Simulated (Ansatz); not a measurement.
All values below come from PBE (plane waves to 420 eV, PAW; Ansatz, a program for electronic structure).

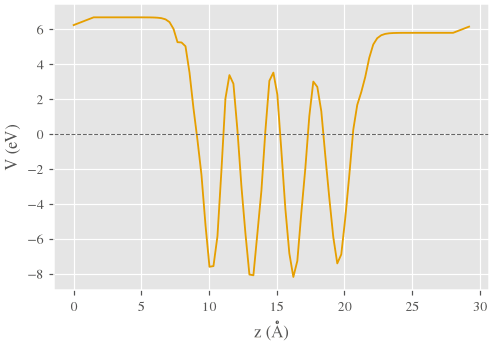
*Planar average of the electrostatic potential across the slab, in eV from the highest filled level, for a constructed model of the (111)B surface of zinc-blende ZnS, S-terminated, 2x2 Si adatom at T4 (bottom of the slab: 2 H on 4 bottom sites)*

Model: 35-atom slab, 13.4 Å thick at the start with caps and adatoms (thin: gaps and levels are the slab's own), 3x3x1 mesh, Fermi-Dirac 0.025 eV, dipole correction, 8 atoms held, the rest relaxed; symmetry of the start imposed; no spin, no spin-orbit, no U. In PBE it is, or lies within 0.01 eV a 1x1 cell of, the lowest of the 2 structures of its composition computed so far; subsurface sites and larger cells were not tried.

The vacuum level lies 5.79 eV above the highest filled level over the top face and 6.68 eV above it under the bottom face.
